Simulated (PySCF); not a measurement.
**BH2Cl (SMILES [H]B([H])Cl): levels of theory compared**

Aim: a comparison of 6 runs (B3LYP/STO-3G, UPBE0/STO-3G, MP2/STO-3G, UMP2/STO-3G, NEVPT2(12,10)/STO-3G, UCCSD(T)/STO-3G) of BH2Cl. 

Program for the calculation: PySCF 2.14.0.

8 further runs of the same task are left out: 8 set aside as unsound or not needed.

### Step 1. The structure to begin with

The species is BH2Cl (4 atoms), meant as a singlet with charge 0. SMILES: `[H]B([H])Cl`. The B1–H3 distance was set to 2.109 Å, away from the relaxed value. At this shape a bond of the SMILES string is far longer than usual.

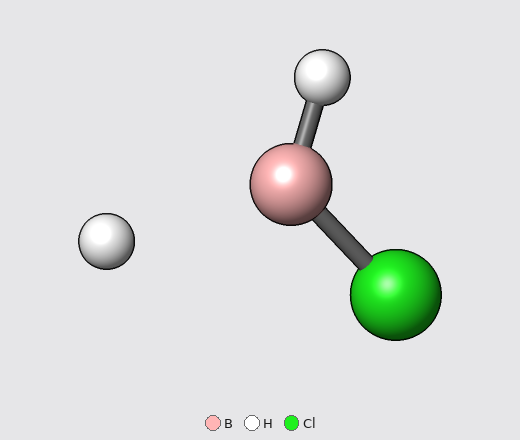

Viewed from a chosen angle; boron pink, hydrogen white, chlorine green.

### Step 2. The energy at B3LYP/STO-3G (run 1)

Contents of job.py:

```python
from pyscf import gto, dft

mol = gto.M(
    atom='''
B        0.534467      -0.699324       0.014422
H        1.705247      -0.743024       0.030372
H       -0.512130       1.131590      -0.018950
Cl      -0.332123      -2.130484       0.018662
''',
    max_memory=1860,
    verbose=4,
    basis='sto-3g',
)

myscf = dft.RKS(mol)
myscf.xc = 'b3lyp'
myscf.grids.level = 5
myscf.conv_tol = 1e-10
myscf.kernel()
if not myscf.converged:
    myscf = myscf.newton().run(myscf.mo_coeff, myscf.mo_occ)

energy = myscf.e_tot
print(f'total energy: {energy:.8f} hartree')
```

Run with:

```
$ OMP_NUM_THREADS=1 python job.py
```

What it wrote:

```text
PySCF version 2.14.0

[INPUT] num. atoms = 4
[INPUT] num. electrons = 24
[INPUT] charge = 0
[INPUT] spin (= nelec alpha-beta = 2S) = 0
[INPUT] symmetry False subgroup None
[INPUT] Mole.unit = angstrom
[INPUT] Symbol           X                Y                Z      unit          X                Y                Z       unit  Magmom
[INPUT]  1 B      0.534467000000  -0.699324000000   0.014422000000 AA    1.009996252618  -1.321530832335   0.027253630168 Bohr   0.0
[INPUT]  2 H      1.705247000000  -0.743024000000   0.030372000000 AA    3.222449804736  -1.404111863979   0.057394761855 Bohr   0.0
[INPUT]  3 H     -0.512130000000   1.131590000000  -0.018950000000 AA   -0.967785440174   2.138395185297  -0.035810310061 Bohr   0.0
[INPUT]  4 Cl    -0.332123000000  -2.130484000000   0.018662000000 AA   -0.627621509669  -4.026031272768   0.035266068937 Bohr   0.0

nuclear repulsion = 36.9822565105345
number of shells = 10
number of NR pGTOs = 48
number of NR cGTOs = 16
basis = sto-3g
ecp = {}

******** <class 'pyscf.dft.rks.RKS'> ********
method = RKS
initial guess = minao
damping factor = 0
level_shift factor = 0
DIIS = <class 'pyscf.scf.diis.CDIIS'>
diis_start_cycle = 1
diis_space = 8
diis_damp = 0
SCF conv_tol = 1e-10
SCF conv_tol_grad = None
SCF max_cycles = 50
direct_scf = True
direct_scf_tol = 1e-13
XC library pyscf.dft.libxc version 7.0.0
    S. Lehtola, C. Steigemann, M. J.T. Oliveira, and M. A.L. Marques.,  SoftwareX 7, 1–5 (2018)
XC functionals = b3lyp
    P. J. Stephens, F. J. Devlin, C. F. Chabalowski, and M. J. Frisch.,  J. Phys. Chem. 98, 11623 (1994)
radial grids:
    Treutler-Ahlrichs [JCP 102, 346 (1995); DOI:10.1063/1.469408] (M4) radial grids

becke partition: Becke, JCP 88, 2547 (1988); DOI:10.1063/1.454033
pruning grids: <function nwchem_prune>
grids dens level: 5
symmetrized grids: False
atomic radii adjust function: <function treutler_atomic_radii_adjust>
small_rho_cutoff = 0
Set gradient conv threshold to 1e-05
Initial guess from minao.
tot grids = 133288
init E= -480.501423677952
  HOMO = -0.219503906588789  LUMO = -0.0133047940382903  gap/eV = 5.61096
cycle= 1 E= -480.720122832843  delta_E= -0.219  |g|= 0.317  |ddm|= 2.23
  HOMO = -0.200781382330679  LUMO = -0.072665972654482  gap/eV = 3.48620
cycle= 2 E= -480.588704566189  delta_E= 0.131  |g|= 0.603  |ddm|= 1.55
  HOMO = -0.187546033381693  LUMO = 0.0206389082324459  gap/eV = 5.66500
cycle= 3 E= -480.768948912482  delta_E= -0.18  |g|= 0.0344  |ddm|=  1.1
  HOMO = -0.184462972918509  LUMO = 0.0163080881747493  gap/eV = 5.46326
cycle= 4 E= -480.769605139198  delta_E= -0.000656  |g|= 0.0137  |ddm|= 0.114
  HOMO = -0.187995161851964  LUMO = 0.0167572251568019  gap/eV = 5.57160
cycle= 5 E= -480.769743291881  delta_E= -0.000138  |g|= 0.000713  |ddm|= 0.0373
  HOMO = -0.187878258752522  LUMO = 0.0167134790754791  gap/eV = 5.56722
cycle= 6 E= -480.76974360563  delta_E= -3.14e-07  |g|= 5.81e-05  |ddm|= 0.00161
  HOMO = -0.187886927662986  LUMO = 0.0167084087897763  gap/eV = 5.56732
cycle= 7 E= -480.769743607756  delta_E= -2.13e-09  |g|= 8.95e-06  |ddm|= 0.000153
  HOMO = -0.187885033734673  LUMO = 0.0167095325490239  gap/eV = 5.56730
cycle= 8 E= -480.769743607798  delta_E= -4.16e-11  |g|= 4.49e-07  |ddm|= 2.24e-05
  HOMO = -0.187885049391065  LUMO = 0.0167093945371119  gap/eV = 5.56730
Extra cycle  E= -480.769743607798  delta_E= -5.68e-13  |g|= 5.35e-07  |ddm|= 1.7e-06
converged SCF energy = -480.769743607798
total energy: -480.76974361 hartree
```

Wall time 2.1 s (1 thread of Arm Neoverse V1, shared host); peak memory 0.18 GiB.

### Step 3. The energy at UPBE0/STO-3G (run 2)

Contents of job.py:

```python
from pyscf import gto, dft

mol = gto.M(
    atom='''
B      1.009996    -1.321531     0.027254
H      3.222450    -1.404112     0.057395
H     -0.967785     2.138395    -0.035810
Cl    -0.627622    -4.026031     0.035266
''',
    spin=0,
    unit='bohr',
    verbose=4,
    max_memory=1860,
    charge=0,
    basis='sto-3g',
)

mf = dft.UKS(mol, xc='pbe0')
mf.grids.level = 5
mf.conv_tol = 1e-10
mf.kernel()
if not mf.converged:
    mf = mf.newton().run(mf.mo_coeff, mf.mo_occ)
for _ in range(3):
    mo, _, stable, _ = mf.stability(return_status=True)
    if stable:
        break
    mf.kernel(mf.make_rdm1(mo, mf.mo_occ))

e_tot = mf.e_tot
print('Final energy', e_tot)
```

Run with:

```
$ OMP_NUM_THREADS=1 python job.py
```

What it wrote:

```text
PySCF version 2.14.0

[INPUT] num. atoms = 4
[INPUT] num. electrons = 24
[INPUT] charge = 0
[INPUT] spin (= nelec alpha-beta = 2S) = 0
[INPUT] symmetry False subgroup None
[INPUT] Mole.unit = bohr
[INPUT] Symbol           X                Y                Z      unit          X                Y                Z       unit  Magmom
[INPUT]  1 B      0.534466866320  -0.699324088724   0.014422195706 AA    1.009996000000  -1.321531000000   0.027254000000 Bohr   0.0
[INPUT]  2 H      1.705247103329  -0.743024071979   0.030372126021 AA    3.222450000000  -1.404112000000   0.057395000000 Bohr   0.0
[INPUT]  3 H     -0.512129767070   1.131589901945  -0.018949835923 AA   -0.967785000000   2.138395000000  -0.035810000000 Bohr   0.0
[INPUT]  4 Cl    -0.332123259472  -2.130483855657   0.018661963520 AA   -0.627622000000  -4.026031000000   0.035266000000 Bohr   0.0

nuclear repulsion = 36.9822583071484
number of shells = 10
number of NR pGTOs = 48
number of NR cGTOs = 16
basis = sto-3g
ecp = {}

[... 82 lines left out ...]
converged SCF energy = -480.591073582035  <S^2> = 1.4743762e-13  2S+1 = 1
[... 84 lines left out ...]
converged SCF energy = -480.591791608097  <S^2> = 0.17095256  2S+1 = 1.2976171
[... 2 lines left out ...]
Final energy -480.59179160809657
```

Run time: 12 s. Hardware: 1 thread of Arm Neoverse V1, shared host; peak memory 0.35 GiB.

Runs 3 to 5 aren't shown in full; the table further down has their settings and results.

### Step 4. The energy at UCCSD(T)/STO-3G (run 6)

Contents of run.py:

```python
from pyscf import gto, cc

mol = gto.M(
    atom='''
B      1.009996    -1.321531     0.027254
H      3.222450    -1.404112     0.057395
H     -0.967785     2.138395    -0.035810
Cl    -0.627622    -4.026031     0.035266
''',
    verbose=3,
    max_memory=1860,
    spin=0,
    basis='sto-3g',
    unit='bohr',
)

mf = mol.UHF()
mf.conv_tol = 1e-10
mf.kernel()
if not mf.converged:
    mf = mf.newton().run(mf.mo_coeff, mf.mo_occ)
for _ in range(3):
    mo, _, stable, _ = mf.stability(return_status=True)
    if stable:
        break
    mf.kernel(mf.make_rdm1(mo, mf.mo_occ))

mycc = cc.CCSD(mf, frozen=6)
mycc.kernel()
e_t = mycc.ccsd_t()
e_final = mycc.e_tot + e_t
print('E = %.10f Eh' % e_final)
```

Run with:

```
$ OMP_NUM_THREADS=1 python run.py
```

What it wrote:

```text
converged SCF energy = -479.914670300671  <S^2> = 2.36966e-12  2S+1 = 1
<class 'pyscf.scf.uhf.UHF'> wavefunction has an internal instability
converged SCF energy = -479.958677191876  <S^2> = 0.7155361  2S+1 = 1.9652339
<class 'pyscf.scf.uhf.UHF'> wavefunction is stable in the internal stability analysis
E(UCCSD) = -480.0358208728022  E_corr = -0.07714368092646433
UCCSD(T) correction = -0.00270786817993662
E = -480.0385287410 Eh
```

It took 1.1 s on 1 thread of Arm Neoverse V1, shared host; peak memory 0.12 GiB.

### Step 5. Overview of the runs

| run | level | follow instability | integration grid | energy (Eh) | dipole moment (D) of the reference | HOMO energy (eV) | LUMO energy (eV) | wall time |
| --- | --- | --- | --- | --- | --- | --- | --- | --- |
| 1 | B3LYP/STO-3G | – | 5 | -480.769744 | 0.63 | -5.11 | 0.45 | 2.1 s |
| 2 | UPBE0/STO-3G | yes | 5 | -480.591792 | 0.61 | -5.04 | 0.56 | 12 s |
| 3 | MP2/STO-3G | – | – | -479.993763 | 0.97 | -7.72 | 5.70 | 0.85 s |
| 4 | UMP2/STO-3G | yes | – | -479.994560 | 1.15 | -8.44 | 5.48 | 0.95 s |
| 5 | NEVPT2(12,10)/STO-3G | – | – | -480.040251 | 0.97 | -7.72 | 5.70 | 30 s |
| 6 | UCCSD(T)/STO-3G | yes | – | -480.038529 | 1.15 | -8.44 | 5.48 | 1.1 s |

### Step 6. Results

| quantity | value |
| --- | --- |
| run 6: total energy | -480.03853 Eh |
| run 6: dipole moment (Hartree–Fock density) | 1.15 D |
| run 6: HOMO energy (Hartree–Fock orbitals) | -8.44 eV |
| run 6: LUMO energy (Hartree–Fock orbitals) | 5.48 eV |
| run 6: HOMO–LUMO gap (Hartree–Fock orbitals) | 13.93 eV |
| run 6: correlation energy (6 core orbitals frozen) | -79.9 mEh |
| run 6: (T) correction | -2.71 mEh |
| run 6: ⟨S²⟩ of the reference determinant | 0.716 |
| run 6: T1 diagnostic | 0.085 |

What this shows: Totals of different functionals can't be ranked against each other. In runs 1, 2, 3, 4, 5, 6 the basis is minimal, so the values are rough. Spin contamination of the reference: run 4 ⟨S²⟩ = 0.72, run 6 ⟨S²⟩ = 0.72, run 2 ⟨S²⟩ = 0.17. Where it is this large, the reference is a mixture of spin states, and values that rest on it are in doubt. All runs together took 47 s, the longest 30 s.
